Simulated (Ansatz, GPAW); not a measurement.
## Cutoff, mesh and smearing for a 6-layer slab of Pb(111)

How do cutoff, mesh, smearing and the dipole layer change the work function of a 6-layer slab of Pb(111)?

Main program and level: GPAW 26.7.0 and Ansatz 0.2.0; Ansatz plane waves; slab in vacuum with a dipole correction, relaxation, in the first sound run; inputs show where later runs differ.

## 1. The structure

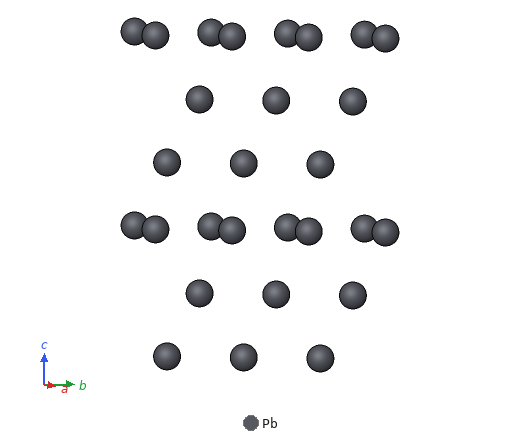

Start, viewed from the side, with the c axis up; lead dark grey. 1×3×1 cells are drawn. Some periodic images of atoms are drawn too.

The cell holds 6 atoms: 6 Pb. Cell: a = 3.500 Å, b = 3.500 Å, c = 28.289 Å, α = 90.0°, β = 90.0°, γ = 60.0°. Vacuum lies along c.

## 2. Relaxing the atoms

Forces are removed first; all later runs use this geometry. The lowest 3 atoms are held at bulk positions and keep their forces.

input.yaml

```yaml
crystal:
  lattice:
    - [3.5001785669, 0.0, 0.0]
    - [1.7500892834, 3.0312435567, 0.0]
    - [0.0, 0.0, 28.2894191624]
  atoms:
    - { symbol: Pb, position: [0.3333333333, 0.3333333333, 0.2474423374] }
    - { symbol: Pb, position: [0.6666666667, 0.6666666667, 0.3484654024] }
    - { symbol: Pb, position: [0.0, 0.0, 0.4494884675] }
    - { symbol: Pb, position: [0.3333333333, 0.3333333333, 0.5505115325] }
    - { symbol: Pb, position: [0.6666666667, 0.6666666667, 0.6515345976] }
    - { symbol: Pb, position: [0.0, 0.0, 0.7525576626] }
kpoints:
  mp_grid: { grid: [10, 10, 1] }
hamiltonian:
  xc: pbe
scf:
  occupations: { method: fermi_dirac, width: 0.1 }
efield:
  axis: 3
  dipole_correction: true
  ramp_width: 0.05
relax:
  f_tol: 0.02
  max_steps: 60
  constraints: [{ sites: [0, 1, 2] }]
output:
  write_potential: true
  write_density: true
  volumetric_format: npy
```

Run with:

```bash
$ ansatz run input.yaml --threads 4 --pin off --max-ram 8192MiB --backend cpu --events-out ev --progress --plain --runs-dir out
```

Numbers of over 12 decimals in the logs are rounded to 6 here.

What it wrote:

```text
Engine: ansatz 0.2.0, aarch64-unknown-linux-gnu
Pseudopotentials: kind: paw
Pseudopotential: Pb, paw, valence charge 14, recommended cutoff 420 eV (normal), Pb.paw.azcp
Functional definition: PBE
  parameter kappa = 0.804
  parameter beta = 0.066725
  exchange = pbe_x(kappa = kappa, mu = beta*pi^2/3)
  correlation = pbe_c(beta = beta)
Crystal: 6 atoms, lattice volume = 300.148 Å³
Basis set: ecut = 420 eV, 5885 PW (Γ), exchange–correlation on 48×48×384 points (8 copies of the dense FFT grid, shifted against one another)
Bands: 51, of which v1, the nominal top of the filled ones, is band 42 counted from 1 (41 counted from 0)
Symmetry: 6 space group operations
k-points: 14 of 100 (time reversal used)
Non-local potential: Pb, projectors of the file, l = 0: 2, l = 1: 2, l = 2: 2, l = 3: 2
PAW form: soft (Blöchl's): semilocal exchange-correlation on the pseudo side does not see the compensation charge
PAW one-centre angular grid: Pb, 590 points (default); XC on 64 Gauss nodes
Initial density: superposition of atomic densities (neutral atoms: chi_scale 0, normalization atom), corrected by the library's trained network
Initial wavefunctions: pseudopotential atomic-orbital guess
Functional: x = pbe(κ = 0.804, μ = 0.219515), c = pbe(β = 0.066725)
SCF iter   1: F=—  HF=-71438.118846 eV  |F-HF|=—  |Δ(HF+E_count)|=         —  Δρ=1.17e-3  dr2=1.18e-1  ethr=1.77e-3  p=0.000 e·Å  D=2.89e-14 V/Å  ΔV_dip=-0.00 eV  dr2_dipole=6.55e-7  V_vac-E_F(+/−)=3.72/3.72 eV  ⟨swp⟩=8.9  Hψ=2994  notcnv=0
efield: sawtooth ramp at fractional position 0.9750 (placed from the atoms, in the widest stretch of the axis that holds none; the zero of the levels goes with the place), width 0.0500; the density the first Hamiltonian is built on has a dipole p = 0.000 e·Å; the dipole correction subtracts the counter field D = 2.89e-14 V/Å, which shifts the + side's vacuum level by -0.00 eV against the − side's; the planar-averaged density in the ramp window peaks in size at 3.9e-5 e/Å³
preconditioner: auto → LDOS  [metal: Δε(μ)=0.079 eV  Ē_g=15.952 eV  σ=0.100 eV  W_gap=0.19  n_scr=60 (ndim 8)  ℏωp=19.6 eV  f_vac=0.361  D(μ)=3.47/eV (n_scr^D=12)  β→1.0]
SCF iter   2: F=—  HF=-71438.116380 eV  |F-HF|=—  |Δ(HF+E_count)|=   2.47e-3  Δρ=6.03e-4  dr2=2.65e-3  ethr=1.41e-4  p=0.000 e·Å  D=7.18e-6 V/Å  ΔV_dip=-0.00 eV  dr2_dipole=7.21e-7  V_vac-E_F(+/−)=3.74/3.74 eV  ⟨swp⟩=1.8  Hψ=909  notcnv=0  defer=10
SCF iter   3: F=—  HF=-71438.116317 eV  |F-HF|=—  |Δ(HF+E_count)|=   6.34e-5  Δρ=3.65e-4  dr2=1.15e-3  ethr=3.16e-6  p=0.000 e·Å  D=1.03e-6 V/Å  ΔV_dip=-0.00 eV  dr2_dipole=1.82e-9  V_vac-E_F(+/−)=3.76/3.76 eV  ⟨swp⟩=2.0  Hψ=1304  notcnv=0  defer=10
SCF iter   4: F=—  HF=-71438.116149 eV  |F-HF|=—  |Δ(HF+E_count)|=   1.68e-4  Δρ=7.76e-5  dr2=7.69e-5  ethr=1.36e-6  p=-0.000 e·Å  D=-3.31e-7 V/Å  ΔV_dip=0.00 eV  dr2_dipole=7.12e-10  V_vac-E_F(+/−)=3.76/3.76 eV  ⟨swp⟩=2.9  Hψ=1393  notcnv=0  defer=10
iter 5 did not close the SCF: its close was put off for the readings that it lacked (scf_convergence_deferred on its scf_iter line)
SCF iter   5: F=-71438.116143 eV  HF=-71438.116145 eV  |F-HF|=2.45e-6  |Δ(HF+E_count)|=   4.04e-6  Δρ=2.32e-5  dr2=3.49e-6  ethr=9.16e-8  p=-0.000 e·Å  D=-3.55e-7 V/Å  ΔV_dip=0.00 eV  dr2_dipole=3.41e-11  V_vac-E_F(+/−)=3.76/3.76 eV  ⟨swp⟩=2.4  Hψ=1232  notcnv=0  defer=10
SCF iter   6: F=-71438.116145 eV  HF=-71438.116145 eV  |F-HF|=1.28e-7  |Δ(HF+E_count)|=   3.13e-7  Δρ=5.70e-6  dr2=1.97e-7  ethr=4.16e-9  p=-0.000 e·Å  D=-1.62e-7 V/Å  ΔV_dip=0.00 eV  dr2_dipole=9.04e-12  V_vac-E_F(+/−)=3.76/3.76 eV  ⟨swp⟩=9.5  Hψ=6113  notcnv=0
SCF 1 converged in 6 iterations: F = -71438.116145 eV  dr2 = 1.97e-7
  greatest PAW one-centre occupation: 0.978 electrons in one spin orbital (limit 2), on the Pb atom at site 0 (counted from 0), in its partial waves of l = 2
relax step   1: F+E_penalty+E_count = -71438.11614496 eV  Δ(F+E_penalty+E_count) = +0.000e0 eV  max|allowed force component| = 2.342e-1 eV/Å  Δτ_max = 0.0000 Å  (6 SCF iters, dr2 threshold 1.00e-5 eV, accepted)
Initial density: handed on by an earlier stage of this run
Initial wavefunctions: those handed on with the density
iter 1 solved again at ethr=5.45e-5 eV; its pass at ethr=3.10e-3 eV (dr2=4.58e-2 eV) is discarded
SCF iter   1: F=—  HF=-71438.138047 eV  |F-HF|=—  |Δ(HF+E_count)|=         —  Δρ=1.52e-3  dr2=4.70e-2  ethr=5.45e-5  p=-0.000 e·Å  D=-2.90e-7 V/Å  ΔV_dip=0.00 eV  dr2_dipole=2.13e-2  V_vac-E_F(+/−)=3.77/3.77 eV  ⟨swp⟩=1.1  Hψ=2785  notcnv=0  defer=6
efield: sawtooth ramp at fractional position 0.9750 (handed on by an earlier solve), width 0.0500; the density the first Hamiltonian is built on has a dipole p = -0.000 e·Å; the dipole correction subtracts the counter field D = -2.90e-7 V/Å, which shifts the + side's vacuum level by +0.00 eV against the − side's; the planar-averaged density in the ramp window peaks in size at 7.6e-6 e/Å³
preconditioner: auto → LDOS  [metal: Δε(μ)=0.004 eV  Ē_g=15.920 eV  σ=0.100 eV  W_gap=0.01  n_scr=60 (ndim 8)  ℏωp=19.6 eV  f_vac=0.356  D(μ)=3.52/eV (n_scr^D=12)  β→1.0]
SCF iter   2: F=—  HF=-71438.135787 eV  |F-HF|=—  |Δ(HF+E_count)|=   2.26e-3  Δρ=5.64e-4  dr2=4.37e-3  ethr=5.45e-5  p=-0.002 e·Å  D=-1.27e-3 V/Å  ΔV_dip=0.04 eV  dr2_dipole=1.23e-3  V_vac-E_F(+/−)=3.79/3.75 eV  ⟨swp⟩=1.1  Hψ=703  notcnv=0  defer=6
SCF iter   3: F=—  HF=-71438.135871 eV  |F-HF|=—  |Δ(HF+E_count)|=   8.41e-5  Δρ=4.75e-4  dr2=1.25e-3  ethr=5.20e-6  p=-0.001 e·Å  D=-6.39e-4 V/Å  ΔV_dip=0.02 eV  dr2_dipole=1.13e-4  V_vac-E_F(+/−)=3.77/3.75 eV  ⟨swp⟩=2.1  Hψ=1302  notcnv=0  defer=6
SCF iter   4: F=—  HF=-71438.135703 eV  |F-HF|=—  |Δ(HF+E_count)|=   1.68e-4  Δρ=7.50e-5  dr2=2.88e-5  ethr=1.48e-6  p=-0.001 e·Å  D=-6.41e-4 V/Å  ΔV_dip=0.02 eV  dr2_dipole=5.72e-6  V_vac-E_F(+/−)=3.77/3.75 eV  ⟨swp⟩=2.1  Hψ=1220  notcnv=0  defer=9
SCF iter   5: F=-71438.135699 eV  HF=-71438.135701 eV  |F-HF|=1.72e-6  |Δ(HF+E_count)|=   2.16e-6  Δρ=2.34e-5  dr2=2.23e-6  ethr=4.08e-9  p=-0.001 e·Å  D=-5.54e-4 V/Å  ΔV_dip=0.02 eV  dr2_dipole=4.18e-7  V_vac-E_F(+/−)=3.77/3.75 eV  ⟨swp⟩=12.1  Hψ=7150  notcnv=0
SCF 2 converged in 5 iterations: F = -71438.135699 eV  dr2 = 2.23e-6
relax step   2: F+E_penalty+E_count = -71438.13569911 eV  Δ(F+E_penalty+E_count) = -1.955e-2 eV  max|allowed force component| = 6.096e-2 eV/Å  Δτ_max = 0.1904 Å  (5 SCF iters, dr2 threshold 3.43e-6 eV, accepted)
SCF iter   1: F=—  HF=-71438.136714 eV  |F-HF|=—  |Δ(HF+E_count)|=         —  Δρ=3.12e-4  dr2=2.45e-3  ethr=1.72e-5  p=-0.001 e·Å  D=-5.54e-4 V/Å  ΔV_dip=0.02 eV  dr2_dipole=9.25e-4  V_vac-E_F(+/−)=3.77/3.76 eV  ⟨swp⟩=4.0  Hψ=1662  notcnv=0  defer=17
efield: sawtooth ramp at fractional position 0.9750 (handed on by an earlier solve), width 0.0500; the density the first Hamiltonian is built on has a dipole p = -0.001 e·Å; the dipole correction subtracts the counter field D = -5.54e-4 V/Å, which shifts the + side's vacuum level by +0.02 eV against the − side's; the planar-averaged density in the ramp window peaks in size at 7.3e-6 e/Å³
preconditioner: auto → LDOS  [metal: Δε(μ)=0.004 eV  Ē_g=15.923 eV  σ=0.100 eV  W_gap=0.01  n_scr=60 (ndim 8)  ℏωp=19.6 eV  f_vac=0.355  D(μ)=3.50/eV (n_scr^D=12)  β→1.0]
SCF iter   2: F=—  HF=-71438.136589 eV  |F-HF|=—  |Δ(HF+E_count)|=   1.25e-4  Δρ=1.00e-4  dr2=2.85e-4  ethr=2.92e-6  p=-0.001 e·Å  D=-8.18e-4 V/Å  ΔV_dip=0.02 eV  dr2_dipole=1.99e-4  V_vac-E_F(+/−)=3.78/3.76 eV  ⟨swp⟩=1.0  Hψ=826  notcnv=0  defer=17
SCF iter   3: F=—  HF=-71438.136597 eV  |F-HF|=—  |Δ(HF+E_count)|=   7.51e-6  Δρ=9.68e-5  dr2=7.35e-5  ethr=3.39e-7  p=-0.001 e·Å  D=-7.95e-4 V/Å  ΔV_dip=0.02 eV  dr2_dipole=2.42e-5  V_vac-E_F(+/−)=3.78/3.75 eV  ⟨swp⟩=2.4  Hψ=1189  notcnv=0  defer=17
SCF iter   4: F=—  HF=-71438.136703 eV  |F-HF|=—  |Δ(HF+E_count)|=   1.06e-4  Δρ=1.75e-5  dr2=4.94e-6  ethr=8.75e-8  p=-0.001 e·Å  D=-7.75e-4 V/Å  ΔV_dip=0.02 eV  dr2_dipole=3.84e-6  V_vac-E_F(+/−)=3.78/3.75 eV  ⟨swp⟩=2.5  Hψ=1235  notcnv=0  defer=17
SCF iter   5: F=—  HF=-71438.136702 eV  |F-HF|=—  |Δ(HF+E_count)|=   2.56e-7  Δρ=5.16e-6  dr2=2.04e-7  ethr=5.88e-9  p=-0.001 e·Å  D=-7.57e-4 V/Å  ΔV_dip=0.02 eV  dr2_dipole=8.55e-8  V_vac-E_F(+/−)=3.78/3.75 eV  ⟨swp⟩=1.9  Hψ=881  notcnv=0  defer=17
SCF iter   6: F=-71438.136702 eV  HF=-71438.136702 eV  |F-HF|=2.18e-8  |Δ(HF+E_count)|=   1.02e-8  Δρ=1.71e-6  dr2=1.88e-8  ethr=1.19e-10  p=-0.001 e·Å  D=-7.52e-4 V/Å  ΔV_dip=0.02 eV  dr2_dipole=9.01e-9  V_vac-E_F(+/−)=3.78/3.75 eV  ⟨swp⟩=10.1  Hψ=5216  notcnv=0
SCF 3 converged in 6 iterations: F = -71438.136702 eV  dr2 = 1.88e-8
relax step   3: F+E_penalty+E_count = -71438.13670239 eV  Δ(F+E_penalty+E_count) = -1.003e-3 eV  max|allowed force component| = 5.917e-3 eV/Å  Δτ_max = 0.0399 Å  (6 SCF iters, accepted)
NSCF: frozen V_eff on 14 k-points
the band table was solved once a step of the walk had ended and its energy, with any forces and stress, was formed, with the checks that follow a solve (3743 applications of the Hamiltonian). They found nothing against the state; the energy, forces and stress were not computed again (output.eigenvalues in the input reference)
WARN: The output density's exchange-correlation potential varies sharply where the density is thin. Do not read a vacuum level from v_tot or v_xc, or from such a field of the output density. On a cell that repeats whose density bears no net charge and no dipole along the vacuum's axis use v_es (v_loc + v_h of the components); under efield.dipole_correction with no amplitude use v_es + v_field, which holds any externa [...]
SCF converged after 6 iterations
Free energy (F): -71438.136702 eV
Harris-Foulkes:  -71438.136702 eV  (|F-HF|=2.18e-8)
Internal energy: -71438.023190 eV  (E = F + TS)
E sigma→0 (E₀):  -71438.079946 eV
Entropy (-TS):   -0.113512 eV (-18.919 meV/atom)
Fermi energy:    5.175834 eV
Dipole field:    D = -0.000647 V/Å  (p = -0.001074 e·Å, saw-weighted, corrected)
Work function:   Φ+ = 3.7744 eV   Φ− = 3.7562 eV
Levels:          The Fermi level and band energies are counted from a zero that moves with the ramp; work functions are not
--- Per-component energies (eV) ---
  E_band       = -704.095213
  E_kinetic    = 1731.759716
  E_local      = -49451.549234  (includes V_loc(G=0)·N_el)
  E_nonlocal   = 2097.151274
  E_hartree    = 23859.951478
  E_xc         = -1323.542566
  E_vxc        = -793.368465  (∫ρ·V_xc dr)
  E_paw        = -62433.065292  (= ΣΔE_a)
  E_vpaw       = -2007.988375  (= ΣTr[D̂ρ^β])
  E_aug_tail   = 0.000289  (compensation charges beyond the density's cutoff)
  E_efield     = 0.000000  (sawtooth field / dipole correction)
  E_vefield    = 0.004424  (∫n·V_field dr)
  E_ewald      = 14081.271144
  E_smearing   = -0.113512  (= −TS)
  E_closure    = -0.000000  (closes the sum)
  Σ components = -71438.136702   (vs F -71438.136702, Δ=0.00e0)
--- Forces (eV/Å), atoms counted from 1 ---
  atom   1  Pb     0.00000000     0.00000000     0.06876383
  atom   2  Pb     0.00000000    -0.00000000    -0.21200854
  atom   3  Pb    -0.00000000     0.00000000     0.14179284
  atom   4  Pb    -0.00000000    -0.00000000    -0.00569707
  atom   5  Pb    -0.00000000     0.00000000     0.00591746
  atom   6  Pb     0.00000000    -0.00000000     0.00123916
  max |Σ_I F_I| component: 7.69e-6 eV/Å
--- Band table (eV; the first three rows and the last of 14) ---
  k-point 0: bands = [... 38 lower, 4.1555, 5.9837, 7.6639, 8.7405, 8.9056, 10.5722, 10.6613, 10.9330, ... 5 higher]
  k-point 1: bands = [... 38 lower, 4.2997, 6.0898, 7.7514, 8.8441, 8.9933, 9.1805, 9.4387, 9.8732, ... 5 higher]
  k-point 2: bands = [... 38 lower, 4.6385, 5.9912, 6.5754, 6.9446, 7.1192, 7.7901, 8.2114, 8.5833, ... 5 higher]
  k-point 13: bands = [... 38 lower, 3.0048, 3.0876, 3.4540, 3.5339, 3.9085, 3.9669, 4.6638, 4.8166, ... 5 higher]
--- Relaxed structure (3 steps of the walk, 3 accepted, 0 SCFs on fresh bases) ---
  F+E_penalty+E_count = -71438.13670239 eV   max|allowed force component| = 5.917e-3 eV/Å
  atoms:
    - { symbol: Pb, position: [0.333333, 0.333333, 0.2474423374] }
    - { symbol: Pb, position: [0.666667, 0.666667, 0.3484654024] }
    - { symbol: Pb, position: [0.0, 0.0, 0.4494884675] }
    - { symbol: Pb, position: [0.333333, 0.333333, 0.553954] }
    - { symbol: Pb, position: [0.666667, 0.666667, 0.659676] }
    - { symbol: Pb, position: [-2.9363109972602275e-18, 0, 0.758226] }
```

Run time: 12 s. Hardware: 4 threads of Arm Neoverse V2, shared host; peak memory 0.69 GiB; 43 s of CPU time.

Relaxation path:

| step | energy less that of the first step (eV) | largest force component (eV/Å) |
| --- | --- | --- |
| 1 | 0.0000 | 0.2342 |
| 2 | -0.0196 | 0.0610 |
| 3 | -0.0206 | 0.0059 |

The run keeps the 6 symmetry operations that it works with, so distortions that break them were not tested.

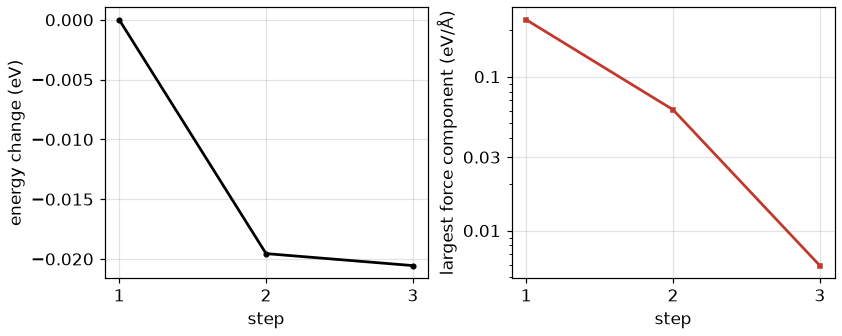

Energy and largest force along the relaxation.

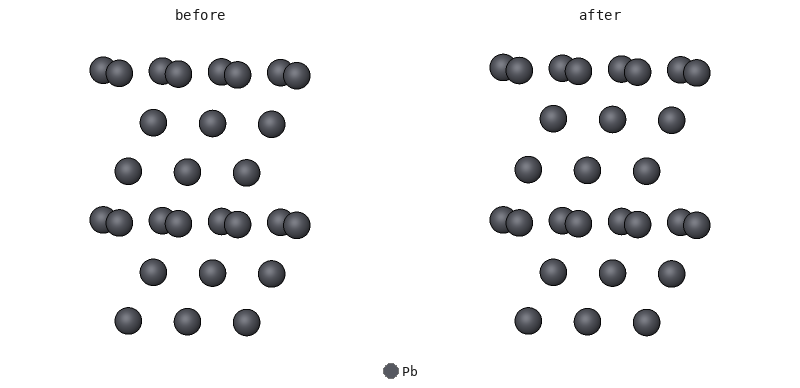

The structure before and after the relaxation, drawn at the same scale.

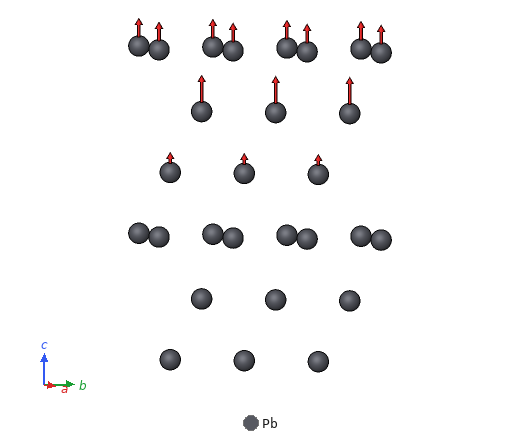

Displacements in the relaxation, exaggerated; the longest in the cell stands for 0.23 Å. 1×3×1 cells are drawn. Some periodic images of atoms are drawn too.

The atoms that moved most (Å):

| atom | dx | dy | dz | length |
| --- | --- | --- | --- | --- |
| Pb5 | 0.000 | 0.000 | 0.230 | 0.230 |
| Pb6 | 0.000 | 0.000 | 0.160 | 0.160 |
| Pb4 | 0.000 | 0.000 | 0.097 | 0.097 |

The relaxed structure:

```cif
data_structure
_symmetry_space_group_name_H-M 'P 1'
_symmetry_Int_Tables_number 1
_cell_length_a 3.5002
_cell_length_b 3.5002
_cell_length_c 28.2894
_cell_angle_alpha 90.000
_cell_angle_beta 90.000
_cell_angle_gamma 60.000
_cell_volume 300.15
loop_
_atom_site_label
_atom_site_type_symbol
_atom_site_fract_x
_atom_site_fract_y
_atom_site_fract_z
_atom_site_occupancy
Pb1 Pb 0.33333 0.33333 0.24744 1
Pb2 Pb 0.66667 0.66667 0.34847 1
Pb3 Pb 0.00000 0.00000 0.44949 1
Pb4 Pb 0.33333 0.33333 0.55395 1
Pb5 Pb 0.66667 0.66667 0.65968 1
Pb6 Pb 0.00000 0.00000 0.75823 1
```

This step gave:

```
free energy             : -71438.1367 eV
smearing term TS        : 0.1135 eV
symmetry operations     : 6
upper work function     : 3.774 eV
lower work function     : 3.756 eV
dipole along the normal : -0.001074 e·Å
dipole field            : -6.47e-4 V/Å
vacuum level above      : 8.950 eV
vacuum level below      : 8.932 eV
```

The electrostatic potential energy of an electron (with the applied field's), less the Fermi level, planar mean oscillates, so the rows of the table below give means over windows of 2.87 Å about each position, cut where the curve ends. Its maxima inside the range that stand out by 2 % of the span (Å: eV): 8.4: 1.20, 11.3: 1.09, 14.1: 1.46, 17.2: 1.53, 20.0: 0.956. Its minima: 7.1: -11.8, 9.9: -11.8, 12.7: -11.9, 15.6: -11.9, 18.7: -11.8, 21.5: -11.8.

Electrostatic potential energy of an electron (with the applied field's), less the Fermi level, planar mean against z; means over each step:

| z (Å) | electrostatic potential energy of an electron (with the applied field's), less the Fermi level, planar mean (eV) |
| --- | --- |
| 1.44 | 3.76 |
| 4.30 | 3.42 |
| 7.17 | -5.41 |
| 10.04 | -5.47 |
| 12.91 | -5.46 |
| 15.78 | -5.43 |
| 18.65 | -5.44 |
| 21.52 | -5.33 |
| 24.39 | 3.59 |
| 27.26 | 3.77 |

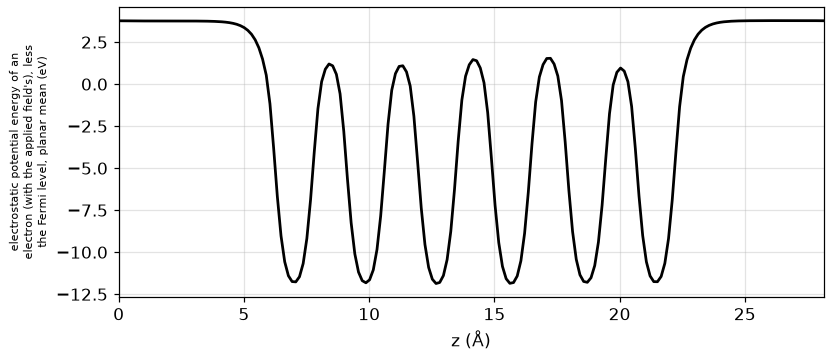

Electrostatic potential energy of an electron (with the applied field's), less the Fermi level, planar mean, plotted against z.

The valence density, planar mean oscillates, so the rows of the table below give means over windows of 2.8 Å about each position, cut where the curve ends. Its maxima inside the range that stand out by 2 % of the span (Å: e/Å³): 7.1: 1.07, 9.9: 1.08, 12.7: 1.08, 15.6: 1.07, 18.7: 1.08, 21.5: 1.07. Its minima: 8.4: 0.107, 11.3: 0.105, 14.1: 0.0951, 17.1: 0.0903, 20.0: 0.116.

Valence density, planar mean against z; means over each step:

| z (Å) | valence density, planar mean (e/Å³) |
| --- | --- |
| 1.40 | 1.1e-5 |
| 4.20 | 0.00769 |
| 7.00 | 0.462 |
| 9.80 | 0.469 |
| 12.60 | 0.468 |
| 15.40 | 0.465 |
| 18.20 | 0.462 |
| 21.00 | 0.470 |
| 23.80 | 0.0239 |
| 26.60 | 3.0e-5 |

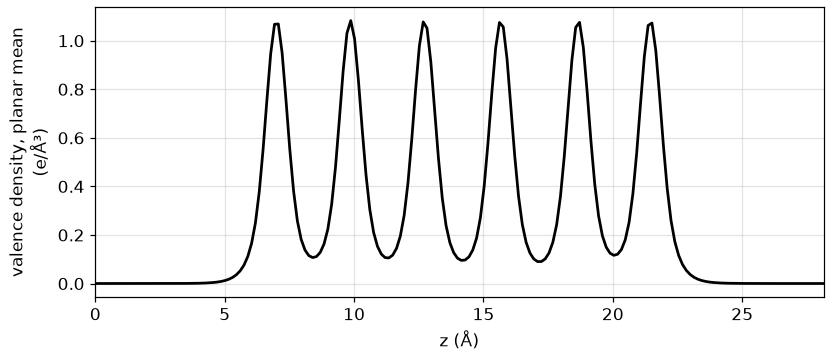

Valence density, planar mean against z.

The relaxation lowered the energy of the cell by 0.0206 eV.

(Part 1 of 3 ends here.)

[Logs are printed without paths, hosts, clocks, repeated set-up lines and the standing remarks that a program may print on its own settings, such as how far it seeks lower states.]

[Hosts, paths, dates, database ids (printed as entryN), source tags and the programs' standing remarks are cut or masked in the printed files.]
